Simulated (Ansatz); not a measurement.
# SnH3Cl (SMILES [Cl][SnH3]): levels of theory compared

Wanted: a comparison of 6 runs (HF/STO-3G, BLYP/STO-3G, CAM-B3LYP/STO-3G, r2SCAN/STO-3G, wB97X/STO-3G, UMP2/STO-3G) of SnH3Cl. 

Program for the calculation: Ansatz 0.2.0.

59 further runs of the same task are left out: 8 that didn't finish, 51 set aside as unsound or not needed.

### 1 The system as given

SnH3Cl: 5 atoms, total charge 0, spin state singlet. As SMILES, `[Cl][SnH3]`. The H4–Sn2 distance was set to 2.550 Å, away from the relaxed value. At this shape a bond of the SMILES string is far longer than usual.

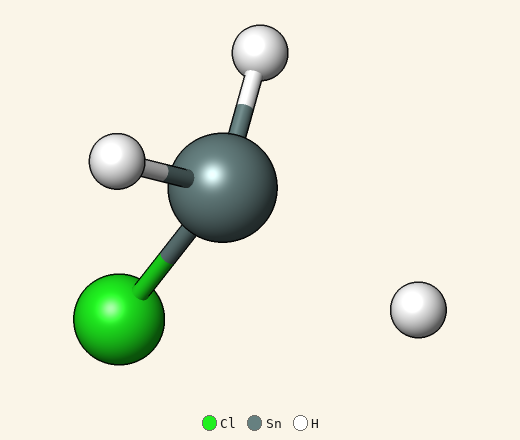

The structure, seen from a chosen angle (chlorine green, tin teal, hydrogen white).

### 2 A single-point energy at HF/STO-3G (run 1)

input.yaml

```yaml
crystal:
  periodic: [false, false, false]
  atoms:
    - {symbol: Cl, position_ang: [-2.016303, 1.157262, 0.925598]}
    - {symbol: Sn, position_ang: [-0.008003, 0.780362, -0.201802]}
    - {symbol: H, position_ang: [-0.297403, 1.187762, -1.826702]}
    - {symbol: H, position_ang: [0.522700, -1.694200, 0.111100]}
    - {symbol: H, position_ang: [1.141297, 1.794762, 0.533098]}
basis:
  gaussian: {orbitals: STO-3G}
accuracy: high
hamiltonian: {xc: hf}
```

Command:

```
$ ansatz run input.yaml --threads 1 --pin off --max-ram 2610MiB --events-out events.jsonl --progress --plain --runs-dir runs
```

Log:

```text
Warning: RAYON_NUM_THREADS=1 ignored (pool sized by the plan → 1); use --threads N
Functional definition: HF
  name "HF"
  exchange = exact_x
  correlation = 0
707 factors; integrals over basis functions are off by at most 1.6e-8 eV
mean field evaluation 1: about -174683.5953 eV, gradient 1.3e1 eV
mean field evaluation 2: about -174683.5907 eV, gradient 1.3e1 eV
mean field evaluation 4: about -174684.8468 eV, gradient 6.5e-1 eV
mean field evaluation 8: about -174684.8482 eV, gradient 7.8e-6 eV
mean field -174684.84819529 eV, -6419.5497655341 hartree, gradient 2.1e-8 eV, S^2 0.000000; 0 other end points of the search recorded, 0 dependent functions left out
reference -174684.84819529 eV, -6419.5497655341 hartree; 35, 35 occupied and 4, 4 virtual orbitals, 707 factors
Total energy: -174684.84819529 eV, -6419.5497655341 hartree
```

Wall time 0.73 s (1 thread of Arm Neoverse V1, shared host); peak memory 0.093 GiB.

### 3 A single-point energy at BLYP/STO-3G (run 2)

input.yaml: that of step 2 with these lines changed.

```diff
@@ -9,4 +9,6 @@
 basis:
-  gaussian: {orbitals: STO-3G}
+  gaussian:
+    orbitals: STO-3G
 accuracy: high
-hamiltonian: {xc: hf}
+hamiltonian:
+  xc: {name: BLYP}
```

Command:

```
$ ansatz run input.yaml --threads 1 --pin off --max-ram 2610MiB --events-out events.jsonl --progress --plain --runs-dir runs
```

Log:

```text
Warning: RAYON_NUM_THREADS=1 ignored (pool sized by the plan → 1); use --threads N
Functional definition: BLYP
  name "BLYP"
  parameter beta = 0.0042
  parameter a = 0.04918
  parameter b = 0.132
  parameter c = 0.2533
  parameter d = 0.349
  exchange = b88_x(beta = beta)
  correlation = lyp_c(a = a, b = b, c = c, d = d)
707 factors; integrals over basis functions are off by at most 1.6e-8 eV
mean field evaluation 1: about -174750.5051 eV, gradient 2.1e1 eV
mean field evaluation 2: about -174745.0898 eV, gradient 2.9e1 eV
mean field evaluation 4: about -174753.3176 eV, gradient 2.4e0 eV
mean field evaluation 8: about -174753.2582 eV, gradient 1.5e-1 eV
mean field evaluation 16: about -174753.2584 eV, gradient 7.8e-7 eV
mean field -174753.25837504 eV, -6422.0637932699 hartree, gradient 2.9e-8 eV, S^2 0.000000; 0 other end points of the search recorded, 0 dependent functions left out
reference -174753.25841533 eV, -6422.0637947506 hartree; 35, 35 occupied and 4, 4 virtual orbitals, 707 factors
Total energy: -174753.25841533 eV, -6422.0637947506 hartree
```

Run time: 2.4 s. Hardware: 1 thread of Arm Neoverse V1, shared host; peak memory 0.11 GiB.

Runs 3 to 5 aren't shown in full; the table further down has their settings and results.

### 4 The energy at UMP2/STO-3G (run 6)

run.yaml

```yaml
crystal:
  periodic: [false, false, false]
  atoms:
    - symbol: Cl
      position_ang: [-2.016303, 1.157262, 0.925598]
    - symbol: Sn
      position_ang: [-0.008003, 0.780362, -0.201802]
    - symbol: H
      position_ang: [-0.297403, 1.187762, -1.826702]
    - symbol: H
      position_ang: [0.522700, -1.694200, 0.111100]
    - symbol: H
      position_ang: [1.141297, 1.794762, 0.533098]
basis:
  gaussian:
    orbitals: STO-3G
accuracy: high
correlation:
  method: mp2
  frozen_orbitals: {Cl: 5, H: 0, Sn: 18}
magnetization:
  spin_polarized: true
```

Command:

```
$ ansatz run run.yaml --threads 1 --pin off --max-ram 2610MiB --events-out events.jsonl --progress --plain --runs-dir runs
```

Log:

```text
Warning: RAYON_NUM_THREADS=1 ignored (pool sized by the plan → 1); use --threads N
[... 4 set-up lines as earlier in the session ...]
707 factors; integrals over basis functions are off by at most 1.6e-8 eV
mean field evaluation 1: about -174683.5953 eV, gradient 9.0e0 eV
mean field evaluation 2: about -174683.5907 eV, gradient 8.9e0 eV
mean field evaluation 4: about -174684.8468 eV, gradient 4.6e-1 eV
mean field evaluation 8: about -174684.8482 eV, gradient 7.3e-6 eV
mean field evaluation 16: about -174684.8482 eV, gradient 7.3e-6 eV
mean field evaluation 32: about -174685.5250 eV, gradient 2.3e-8 eV
mean field -174685.52499465 eV, -6419.5746374519 hartree, gradient 2.7e-8 eV, S^2 0.623936; 4 other end points of the search recorded, 0 dependent functions left out
23 core orbitals not correlated: weight in the atoms' cores, before any rotation towards them, 1.000 or more for the frozen orbitals, at most 0.000 for the correlated occupied ones
reference -174685.52499465 eV, -6419.5746374519 hartree; 12, 12 occupied and 4, 4 virtual orbitals, 707 factors
second order -0.90431784 eV of doubles, -0.00000000 eV of singles
Total energy: -174686.42931249 eV, -6419.6078705197 hartree
```

Wall time 1.8 s (1 thread of Arm Neoverse V1, shared host); peak memory 0.13 GiB.

### 5 Overview of the runs

```csv
run,level,frozen core orbitals,energy (Eh),wall time
1,HF/STO-3G,–,-6419.549766,0.73 s
2,BLYP/STO-3G,–,-6422.063795,2.4 s
3,CAM-B3LYP/STO-3G,–,-6422.425165,2.7 s
4,r2SCAN/STO-3G,–,-6422.439108,5.7 s
5,wB97X/STO-3G,–,-6422.418785,10 s
6,UMP2/STO-3G,23,-6419.607871,1.8 s
```

### 6 Results

| quantity | value |
| --- | --- |
| run 6: total energy | -6419.60787 Eh |
| run 6: correlation energy (23 core orbitals frozen) | -33.2 mEh |
| run 6: ⟨S²⟩ of the reference determinant | 0.624 |

Totals of different functionals can't be ranked against each other. In runs 1, 2, 3, 4, 5, 6 the basis is minimal, so the values are rough. In runs 1, 2, 3, 4, 5, 6 relativity is left out where basis or elements ask for it. Spin contamination of the reference: run 6 ⟨S²⟩ = 0.62. Where it is this large, the reference is a mixture of spin states, and values that rest on it are in doubt. All runs together took 24 s, the longest 10 s.
